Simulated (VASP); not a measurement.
Band structure of MoTe₂ (2H layered). Method: vdW-DF-cx, VASP's PBE PAW potentials (set 64) (plane waves; VASP 6.6.1).

Unless said otherwise, spin-orbit coupling is left out, though it shifts the bands of the heavy elements here.

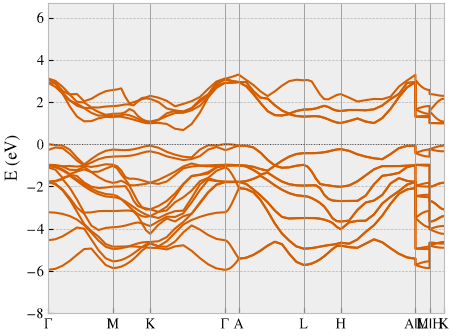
Figure: Bands along high-symmetry lines, zero at the valence-band maximum or, without a gap, the Fermi level

### Question
Read the plot: is there a gap, and where are the band edges?

### Answer
The gap is indirect, 0.67 eV, from the valence maximum at Γ to the conduction minimum at K-Γ at 0.44. (Edges off the drawn lines would not show.)

Measured: gap 1.06 eV at 4 K (computed value off by -0.39 eV), as given by Desman Perdamaian Gulo et al., Physical Review Materials (2023), doi:10.1103/physrevmaterials.7.044001.

The compound is MoTe2 in the 2H layered structure. It was relaxed first.
